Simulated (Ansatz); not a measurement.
Input file:

```
crystal:
  periodic: [false, false, false]
  atoms:
    - {symbol: Si, position_ang: [-1.042933, 0.758335, -0.879905]}
    - {symbol: N, position_ang: [0.119926, 0.500358, 0.368697]}
    - {symbol: Si, position_ang: [0.995707, -0.935337, 0.755455]}
    - {symbol: H, position_ang: [-1.373472, -0.567233, -1.458491]}
    - {symbol: H, position_ang: [-0.532341, 1.645221, -1.962529]}
    - {symbol: H, position_ang: [-2.274268, 1.393860, -0.336423]}
    - {symbol: H, position_ang: [0.361940, 1.317233, 0.912960]}
    - {symbol: H, position_ang: [0.403262, -2.042342, -0.034927]}
    - {symbol: H, position_ang: [0.897482, -1.242858, 2.208464]}
    - {symbol: H, position_ang: [2.444697, -0.827237, 0.426709]}
basis:
  gaussian: {orbitals: def2-TZVPP}
hamiltonian: {xc: pbe0, dispersion: d4}
output: {orbitals: {seedname: orbitals}}
```

Launched as:

```sh
ansatz run in.yaml --threads 2 --pin off --events-out ev --progress --plain --max-ram 32768MiB --backend cpu
```

Geometry: PBE0-D4/def2-TZVP.

Level of theory: RKS PBE0-D4/def2-TZVPP in Ansatz.

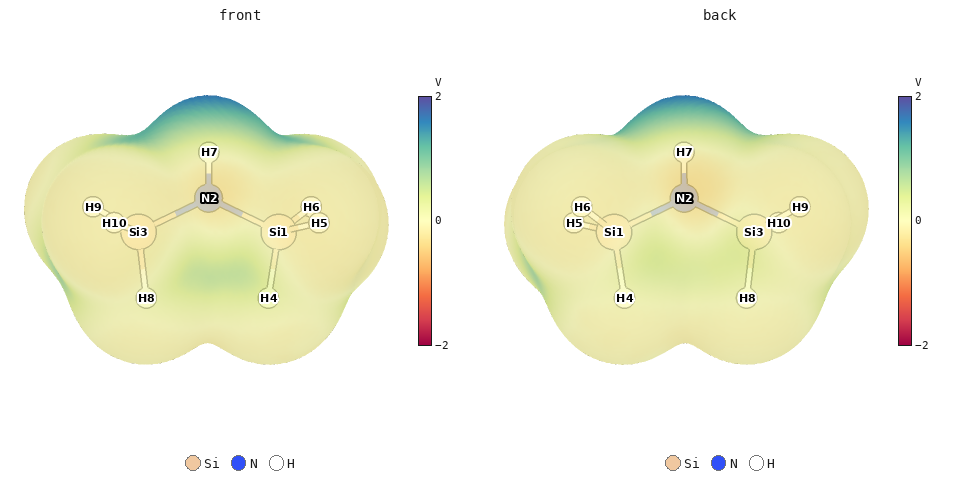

H₇NSi₂ (SMILES [SiH3]N[SiH3]). The molecular electrostatic potential painted on the density surface at 0.001 e/bohr³, seen from the front and from behind; the colour scale runs from red (negative) to blue (positive).

Which sites attract a positive test charge, and which a negative one?

Answer. A positive charge is drawn to the negative regions and a negative charge to the positive ones. The most negative region (about −0.3 V) lies over N2, the most positive (about +1.6 V) over H7.
